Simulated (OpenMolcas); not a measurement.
# Run report: Dy²⁺, multiconfigurational calculation (part 2 of 2)

The same run, continued: Dy²⁺, among 4 point charges of −1 e at 2.29 Å, tetrahedron (Td), whose field is part of the energies. Method: state-averaged CASSCF, active space 10 electrons in the shell 4f, basis ANO-RCC-VDZP, DKH2 scalar Hamiltonian, spin-orbit coupling by RASSI with atomic mean-field integrals (OpenMolcas).

The program's output (extracts), continued:
```
--- RASSI ---
SPIN-FREE ENERGIES:
  (Shifted by EMIN (a.u.) =     -12147.6250533470)

 SF State       Relative EMIN(au)   Rel lowest level(eV)    D:o, cm**(-1)      L_eff

     1             0.0000000000        0.0000000000              0.0000         6.0
     2             0.0000596101        0.0016220743             13.0829         6.0
     3             0.0000596101        0.0016220743             13.0829         6.0
     4             0.0000596101        0.0016220743             13.0829         6.0
     5             0.0001117281        0.0030402773             24.5215         6.0
     6             0.0001117281        0.0030402773             24.5215         6.0
     7             0.0001117281        0.0030402773             24.5215         6.0
     8             0.0004519191        0.0122973453             99.1848         6.0
     9             0.0004662701        0.0126878554            102.3345         6.0
    10             0.0004662701        0.0126878554            102.3345         6.0
    11             0.0004662701        0.0126878554            102.3345         6.0
    12             0.0004723675        0.0128537737            103.6727         6.0
    13             0.0004723675        0.0128537737            103.6727         6.0
    14             0.0745951021        2.0298361364          16371.7325         3.0
    15             0.0748715619        2.0373589901          16432.4085         3.0
    16             0.0748715619        2.0373589901          16432.4085         3.0
    17             0.0748715619        2.0373589901          16432.4085         3.0
    18             0.0749526391        2.0395652138          16450.2028         0.0
    19             0.0751666378        2.0453884148          16497.1701         3.0
    20             0.0751666378        2.0453884148          16497.1701         3.0
    21             0.0751666378        2.0453884148          16497.1701         3.0
    33             0.0888098326        2.4166386563          19491.5053         7.0
    34             0.0888356321        2.4173406984          19497.1676         7.0
    35             0.0888356321        2.4173406984          19497.1676         7.0
    36             0.0888356321        2.4173406984          19497.1676         7.0
    37             0.0888529891        2.4178130057          19500.9770         7.0
    38             0.0888529891        2.4178130057          19500.9770         7.0
    39             0.0888529891        2.4178130057          19500.9770         7.0
    40             0.0888757555        2.4184325102          19505.9737         7.0
    41             0.0888757555        2.4184325102          19505.9737         7.0
    42             0.0889093895        2.4193477385          19513.3555         7.0
    43             0.0889093895        2.4193477385          19513.3555         7.0
    44             0.0889093895        2.4193477385          19513.3555         7.0
    45             0.0889567752        2.4206371684          19523.7554         7.0
    46             0.0889567752        2.4206371684          19523.7554         7.0
    47             0.0889567752        2.4206371684          19523.7554         7.0
    48             0.1134071593        3.0859660144          24889.9945         5.0
    49             0.1134071593        3.0859660144          24889.9945         5.0
    50             0.1134071593        3.0859660144          24889.9945         5.0
    51             0.1134400926        3.0868621749          24897.2225         5.0
Eigenvalues of complex Hamiltonian:
   -----------------------------------
  (Shifted by EMIN (a.u.) =     -12147.6250533470)

 SO State       Relative EMIN(au)   Rel lowest level(eV)    D:o, cm**(-1)     J-value

     1            -0.0299853033        0.0000000000              0.0000         6.7
     2            -0.0299853033        0.0000000001              0.0000         6.7
     3            -0.0299853033        0.0000000000              0.0000         6.0
     4            -0.0299707037        0.0003972750              3.2042         6.6
     5            -0.0299707037        0.0003972751              3.2042         6.3
     6            -0.0298939479        0.0024859091             20.0502         7.0
     7            -0.0298939479        0.0024859090             20.0502         6.2
     8            -0.0298939479        0.0024859091             20.0502         6.2
     9            -0.0298601951        0.0034043696             27.4581         5.9
    10            -0.0298601951        0.0034043696             27.4581         7.4
    11            -0.0298601951        0.0034043696             27.4581         5.9
    12            -0.0296138580        0.0101075437             81.5228         7.5
    13            -0.0296138580        0.0101075438             81.5228         5.1
    14            -0.0296126625        0.0101400748             81.7852         7.8
    15            -0.0296126625        0.0101400748             81.7852         7.8
    16            -0.0296126625        0.0101400748             81.7852         2.4
    17            -0.0296103787        0.0102022192             82.2864         6.4
    18            -0.0106134219        0.5271357483           4251.6365         5.6
    19            -0.0106134219        0.5271357482           4251.6365         5.6
    20            -0.0106134219        0.5271357482           4251.6365         5.7
    21            -0.0105771604        0.5281224748           4259.5950         5.6
    22            -0.0105771604        0.5281224748           4259.5950         5.7
    23            -0.0105557159        0.5287060076           4264.3015         5.3
    24            -0.0105557159        0.5287060076           4264.3015         5.5
    25            -0.0105557159        0.5287060076           4264.3015         6.1
    26            -0.0105181936        0.5297270422           4272.5367         5.6
    27            -0.0103894556        0.5332301813           4300.7915         5.9
    28            -0.0103894556        0.5332301813           4300.7915         5.1
    29            -0.0103894556        0.5332301813           4300.7915         5.9
    30            -0.0103767416        0.5335761481           4303.5819         5.4
    31            -0.0103767416        0.5335761480           4303.5819         6.3
    32            -0.0103767416        0.5335761481           4303.5819         5.1
    33             0.0037154932        0.9170453918           7396.4699         4.8
    34             0.0037367023        0.9176225200           7401.1248         4.8
    35             0.0037367023        0.9176225199           7401.1248         4.9
    36             0.0037367023        0.9176225200           7401.1248         4.7
    37             0.0037621287        0.9183144089           7406.7052         5.6
    38             0.0037621287        0.9183144089           7406.7052         4.4
    39             0.0037621287        0.9183144089           7406.7052         4.4
    40             0.0038543062        0.9208226848           7426.9358         4.8
    41             0.0038881365        0.9217432547           7434.3607         5.7
Weights of the five most important spin-orbit-free states for each spin-orbit state.

 SO State  Total energy (au)           Spin-free states, spin, and weights
 -------------------------------------------------------------------------------------------------------
    1        -0.029985       1 2.0  0.2606    4 2.0  0.1854    3 2.0  0.1472    2 2.0  0.1429    7 2.0  0.0613
    2        -0.029985       1 2.0  0.2606    2 2.0  0.1928    3 2.0  0.1471    4 2.0  0.1356    5 2.0  0.0603
    3        -0.029985       1 2.0  0.2606    3 2.0  0.1812    4 2.0  0.1546    2 2.0  0.1398    6 2.0  0.0601
    4        -0.029971       4 2.0  0.2426    1 2.0  0.2347    5 2.0  0.1137    3 2.0  0.0957    6 2.0  0.0956
    5        -0.029971       1 2.0  0.2347    2 2.0  0.2050    3 2.0  0.1709    7 2.0  0.1265    6 2.0  0.0699
    6        -0.029894       3 2.0  0.1486    5 2.0  0.1365    6 2.0  0.1364    7 2.0  0.1260    2 2.0  0.1205
    7        -0.029894       7 2.0  0.1672    2 2.0  0.1514    6 2.0  0.1387    3 2.0  0.1208    8 2.0  0.0949
    8        -0.029894       4 2.0  0.1924    5 2.0  0.1693    6 2.0  0.1239    7 2.0  0.1057    8 2.0  0.0949
    9        -0.029860       7 2.0  0.2413    5 2.0  0.1578    6 2.0  0.1166    4 2.0  0.0762   11 2.0  0.0747
   10        -0.029860       6 2.0  0.2777    7 2.0  0.1222    5 2.0  0.1158   13 2.0  0.1074    9 2.0  0.0734
   11        -0.029860       5 2.0  0.2421    7 2.0  0.1522    6 2.0  0.1214   12 2.0  0.0908   10 2.0  0.0769
   12        -0.029614       9 2.0  0.2799    8 2.0  0.2232   10 2.0  0.1382   13 2.0  0.1246   12 2.0  0.1246
```

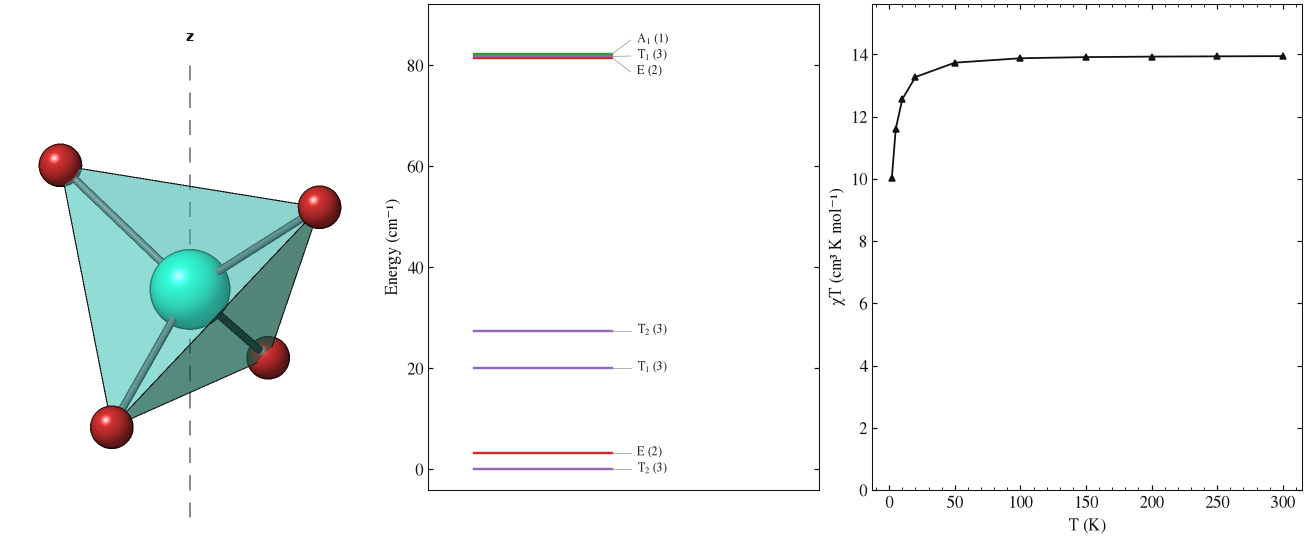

*Dy²⁺ (4f¹⁰) among 4 point charges of −1 e at 2.29 Å, arranged as: tetrahedron (Td), with its levels and susceptibility. Labels give the representation in O, Td, D4 or D3 as the site allows (double group for half-integer spin) where it could be assigned and, in brackets, the degeneracy; spin-free states, where drawn, share the zero of the spin-orbit levels. Powder susceptibility by Van Vleck's formula.*

The ground level is T₂, 3-fold degenerate, 95 % from states of spin multiplicity 5 (of the 210 states of multiplicity 3, 106 enter the spin-orbit step), effective J = 8.00, with |mJ| = 5 the largest share (53 %). The next level lies at 3.2 cm⁻¹ (E). The lowest J multiplet spreads over 82 cm⁻¹. χT is 10.0 cm³ K mol⁻¹ at 2 K and 13.9 at 300 K, an effective moment of 10.56 μB.

Outcome of the run: converged.
